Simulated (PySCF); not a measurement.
System: CH8NSi2 (doublet).

The calculation's input:

```
{"job": {"kind": "epr", "basis": "pcH-1"}, "charge": 0, "multiplicity": 2}
C     -0.927593    -1.359855     0.177945
Si    -0.080183     0.201392    -0.514963
N     -0.840369     1.504074     0.335995
Si     2.145417     0.451958    -0.099302
H     -0.470899    -2.256311    -0.232059
H     -1.988394    -1.395775    -0.057959
H     -0.829596    -1.406904     1.259012
H     -0.351186     0.210741    -1.973973
H     -1.833515     1.458847     0.498534
H     -0.578088     2.451011     0.118323
H      3.085034    -0.427556    -0.801148
H      2.670569     0.567693     1.263568
```

Run with:

```sh
OMP_NUM_THREADS=1 python probes_run.py task.json out
```

Geometry: GFN2-xTB.

Theory: UKS B3LYP, pcH-1 on C H N Si, non-relativistic, mean-field spin-orbit, GIAO (PySCF 2.14.0, density-fitted response routines).

Q: What will maps of the electron density, electron localisation function and spin density show?

A: Si–N (1.73 Å): ρ at the midpoint is about 1.1 e/Å³; the ELF peaks at about 0.90 between the atoms, as expected for a shared but strongly polarised pair.
C–Si (1.91 Å): ρ at the midpoint is about 0.91 e/Å³; the ELF peaks at about 0.95 between the atoms; a covalent bond.
N–H (1.01 Å): ρ is about 2.8 e/Å³ halfway; the ELF climbs to about 1 towards the hydrogen, as it does in any bond to H; a covalent bond by its length.
C–H (1.09 Å): the density is about 1.9 e/Å³ at the midpoint; the ELF climbs to about 1 towards the hydrogen: an ordinary covalent bond to hydrogen.
The unpaired spin (1 electron) lies mostly on Si4 (about 0.8) and Si2 (about 0.1), in electrons by Hirshfeld's partition.

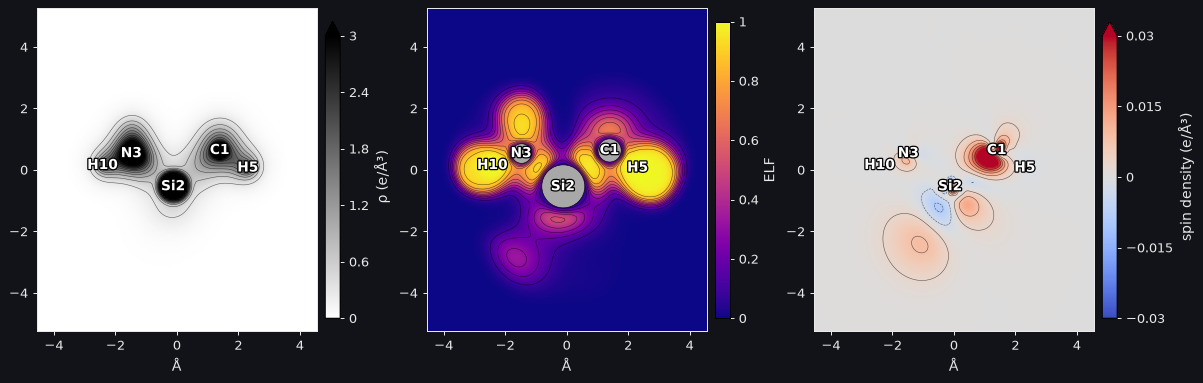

Computed electron density, electron localisation function and spin density on the plane of atoms Si2, C1 and H5, in this order. Grey discs cover the atomic cores in the ELF map. 
